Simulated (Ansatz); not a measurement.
Starting cell, SiC (zinc blende):

```
CELL_PARAMETERS angstrom
      0.00000     2.17831     2.17831
      2.17831     0.00000     2.17831
      2.17831     2.17831     0.00000
ATOMIC_POSITIONS crystal
  C  0.75000 0.75000 0.75000
  Si 0.00000 0.00000 0.00000
```

A phonon eigenvector at Γ is frozen into this cell: atom i moves by Q times the vector below, so Q is the largest atomic displacement, in Å. The cell is held. It is one choice among 3 degenerate patterns.

```csv
atom,x,y,z
C1,0.000,0.000,-1.000
Si2,0.000,0.000,0.428
```

These are r2SCAN (plane waves to 500 eV, PAW, scalar-relativistic; Ansatz, an electronic-structure program) values and carry that method's errors. k mesh 13×13×13 (Γ-centred), Fermi-Dirac smearing 0.05 eV. Energies are smeared free energies. SiC was relaxed with its symmetry unable to fall. The PAW data are Ansatz's earlier set. The zero of ΔE is the undisplaced structure.

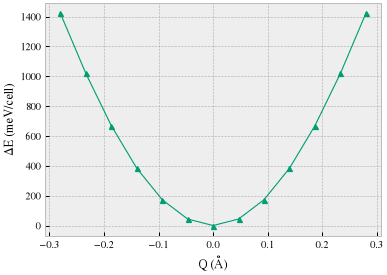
Figure: ΔE (meV/cell) against Q (Å); one marker a computed point.

Task: What is the energy change at Q = 0.280 Å?

Result: About 1400 meV/cell.

Task: What harmonic wavenumber does the curvature at Q = 0 give?

Result: About 800 cm⁻¹.

(For displaced atoms, the force is minus the slope of the energy, and its curvature is a force constant, which sets phonon frequencies.)
